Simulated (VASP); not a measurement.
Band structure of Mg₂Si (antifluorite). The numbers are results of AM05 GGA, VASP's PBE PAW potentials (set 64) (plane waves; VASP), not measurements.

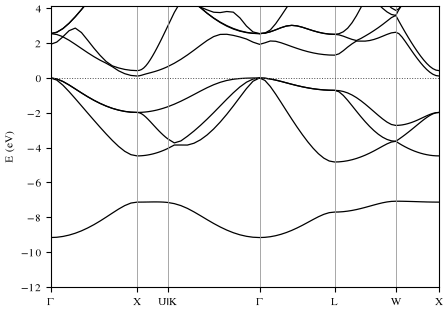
Figure. Bands along high-symmetry lines, zero at the valence-band maximum or, without a gap, the Fermi level

### Question
Read the plot: is there a gap, and where are the band edges?

### Answer
The gap is indirect, 0.11 eV, from the valence maximum at Γ to the conduction minimum at X. (Edges off the drawn lines would not show.)

Measured: gap 0.77 eV (computed value off by -0.66 eV), as given by Byungki Ryu et al., Journal of the Korean Physical Society (2019), arXiv:1905.06140.

The compound is Mg2Si in the antifluorite structure. It was relaxed first.
